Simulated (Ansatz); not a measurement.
The calculation's input:

```
crystal:
  periodic: [false, false, false]
  atoms:
    - {symbol: N, position_ang: [-0.055874, 1.530240, 0.580134]}
    - {symbol: Ge, position_ang: [0.254191, -0.179432, 0.005451]}
    - {symbol: S, position_ang: [-1.161735, -1.474161, 1.117146]}
    - {symbol: Te, position_ang: [-0.218396, -0.539973, -2.496295]}
    - {symbol: H, position_ang: [0.509208, 2.240439, 0.133726]}
    - {symbol: H, position_ang: [-1.028710, 1.802953, 0.545416]}
    - {symbol: H, position_ang: [1.724246, -0.517249, 0.301173]}
    - {symbol: H, position_ang: [-0.731118, -1.059338, 2.322959]}
    - {symbol: H, position_ang: [0.796787, -1.849779, -2.526710]}
basis:
  gaussian: {orbitals: def2-TZVPP}
hamiltonian: {xc: pbe0, dispersion: d4}
output: {orbitals: {seedname: orbitals}}
```

Run with:

```sh
ansatz run in.yaml --threads 4 --pin off --events-out ev --progress --plain --max-ram 10444MiB
```

Geometry: PBE0-D4/def2-TZVP; core potentials replace the inner electrons of Te.

Method: RKS PBE0-D4/def2-TZVPP in Ansatz.

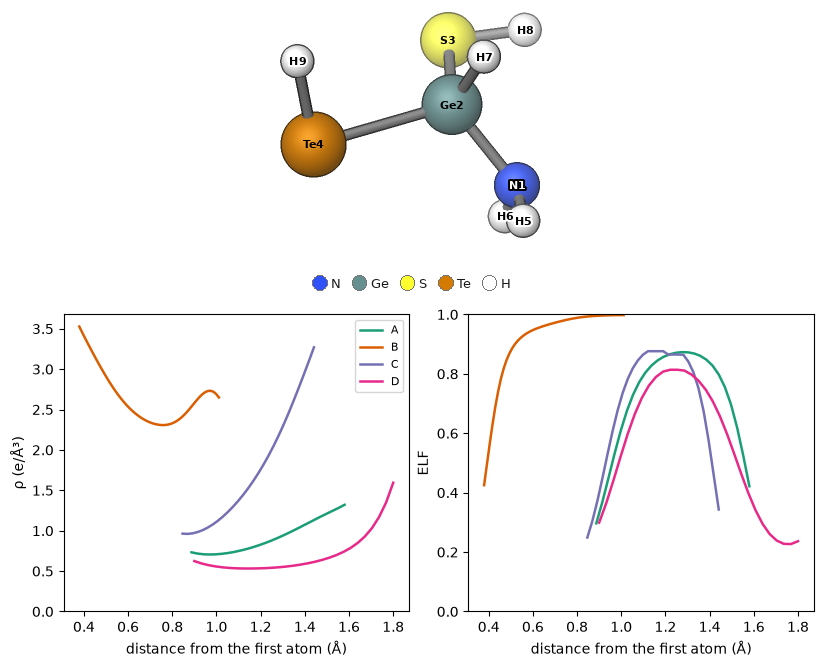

GeH5NSTe (SMILES [NH2][GeH]([SH])[TeH]). Electron density and ELF along straight lines between neighbouring atoms. The curves leave out the atomic cores. The structure is drawn too.

Q: Which curve belongs to which contact (Ge–N, Ge–S, Ge–Te and N–H)? The first atom named is at distance zero.

A: Curve A: Ge–S (2.22 Å): ρ at the midpoint is about 0.75 e/Å³; the ELF peaks at about 0.85 in the valence shell of S, 0.9 Å from its nucleus, and is about 0.80 at the midpoint. Curve B: N–H (1.01 Å): the density is about 2.9 e/Å³ at the midpoint; the ELF climbs to about 1 towards the hydrogen, as it does in any bond to H: an ordinary covalent bond to hydrogen. Curve C: Ge–N (1.83 Å): ρ is about 0.98 e/Å³ halfway; the ELF peaks at about 0.90 in the valence shell of N, 0.7 Å from its nucleus, and is about 0.45 at the midpoint. Curve D: Ge–Te (2.57 Å): ρ at the midpoint is about 0.55 e/Å³; the ELF peaks at about 0.80 in the valence shell of Te, 1.3 Å from its nucleus, and is about 0.80 at the midpoint.
